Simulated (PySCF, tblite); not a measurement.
# C7H12Si: geometry, infrared bands and NMR shifts

What infrared bands and NMR shifts should C7H12Si (`C=CCC1=CC[SiH2]C1`) show?

Computed with tblite 0.8.0 and PySCF 2.14.0, with density-fitted response routines of our own, on a single molecule in the gas phase. Atoms are numbered from 0 throughout.

## (1) The molecule as given

20 atoms, charge 0, multiplicity 1; geometry from: force field or distance geometry start.

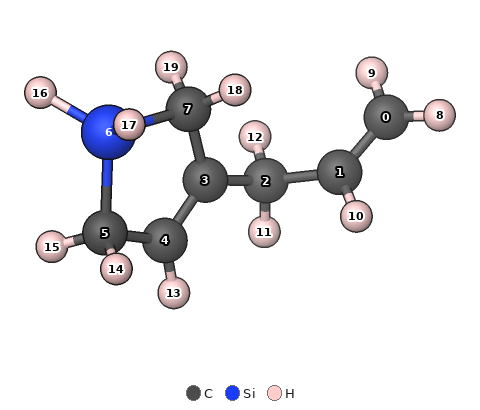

The starting geometry (carbon dark grey, silicon blue, hydrogen pink), atoms numbered.

## (2) Relaxing the molecule with GFN2-xTB

What the job is given:

```
{"job": {"kind": "relax", "xc": "GFN2-xTB", "basis": "xTB"}, "charge": 0, "multiplicity": 1}
C      3.175800     0.910400    -0.581000
C      2.317300     0.159600     0.121200
C      1.373100    -0.839000    -0.461800
C     -0.066500    -0.479100    -0.161300
C     -0.852600    -1.198300     0.691600
C     -2.285000    -0.753100     0.896500
Si    -2.483800     0.792600    -0.210000
C     -0.674500     0.726100    -0.838100
H      3.842900     1.605900    -0.084400
H      3.203400     0.859300    -1.659100
H      2.317300     0.240200     1.213900
H      1.606000    -1.831300    -0.066200
H      1.482200    -0.901700    -1.543000
H     -0.484900    -2.077100     1.204800
H     -2.452200    -0.490600     1.951700
H     -2.978800    -1.537900     0.607000
H     -3.467400     0.568500    -1.296500
H     -2.753100     2.012000     0.590400
H     -0.158800     1.646100    -0.564100
H     -0.665500     0.598100    -1.923100
```

The run is started by

```console
$ OMP_NUM_THREADS=1 python probes_run.py task.json out
```

The driver reads the jobs from task.json and runs them one after another.

**Question.** This job is followed by: GFN2-xTB harmonic vibrations, gas phase; GIAO PBE0/pcSseg-1 NMR shielding, non-relativistic, gas phase. Predict these results of the whole session: strongest single infrared mode (GFN2-xTB); zero-point energy (GFN2-xTB); 13C shifts against TMS (PBE0/pcSseg-1); 1H shifts against TMS (PBE0/pcSseg-1, means over atoms taken as alike); 29Si shifts against TMS (PBE0/pcSseg-1); surface potential, least and greatest.

**Answer**, as computed:

| quantity | value |
| --- | --- |
| strongest single infrared mode (GFN2-xTB) | 2236 cm⁻¹, 486 km/mol |
| zero-point energy (GFN2-xTB) | 101.8 kcal/mol |
| 13C shifts against TMS (PBE0/pcSseg-1) | 149.7, 148.2, 133.7, 122.6, 47.4, 18.4, 18.0 ppm |
| 1H shifts against TMS (PBE0/pcSseg-1, means over atoms taken as alike) | 5.91, 5.88, 5.44, 5.33, 4.38, 2.98, 1.86, 1.67 ppm |
| 29Si shifts against TMS (PBE0/pcSseg-1) | -32.6 ppm |
| surface potential, least and greatest | -0.63 V and 0.72 V |

What this shows: Over 47 steps the energy fell by 0.136 eV; of the close pairs, C3–C4 changed most, 1.365 to 1.325 Å. All 54 modes are real, so the xTB geometry is a minimum. The strongest single mode, at 2236 cm⁻¹, moves mainly H16. GFN2-xTB is a fitted tight-binding method: band positions and strengths are rough. Its intensities can rank the bands wrongly. At PBE0/pcSseg-1: The widest tensor belongs to C1: span 232 ppm, with a paramagnetic part of -218 ppm.
